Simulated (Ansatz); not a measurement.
**A computed series for InAgTe2: response to strain**

The reference is InAgTe$_{2}$ in the chalcopyrite structure (space group I-42d, No. 122; a = 6.3535 Å, c = 12.6374 Å). Axes: x, y, z lie along a, b, c of the conventional cell.

Strains are applied to the cell and any free atomic positions relax.

The values are results of LDA/PAW in Ansatz (a quantum-chemistry and plane-wave program), spin-orbit coupling left out, not measurements.

Notes on the quantities. energy relative to the base: free energy F.

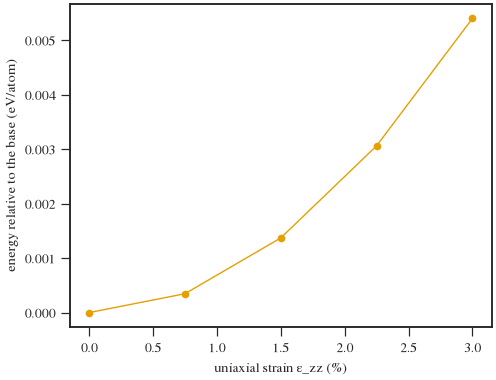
Figure. Energy relative to the base against uniaxial strain ε_zz

```json
[
 {"uniaxial strain ε_zz (%)": "0.75", "energy relative to the base": "+0.3 meV/atom"},
 {"uniaxial strain ε_zz (%)": "1.5", "energy relative to the base": "+1.4 meV/atom"},
 {"uniaxial strain ε_zz (%)": "2.25", "energy relative to the base": "+3.1 meV/atom"},
 {"uniaxial strain ε_zz (%)": "3", "energy relative to the base": "+5.4 meV/atom"}
]
```

A case with no gap was solved on a k-mesh chosen for an insulator, which is coarse for it. No phonon test of stability was made. All final runs are without spin polarisation.
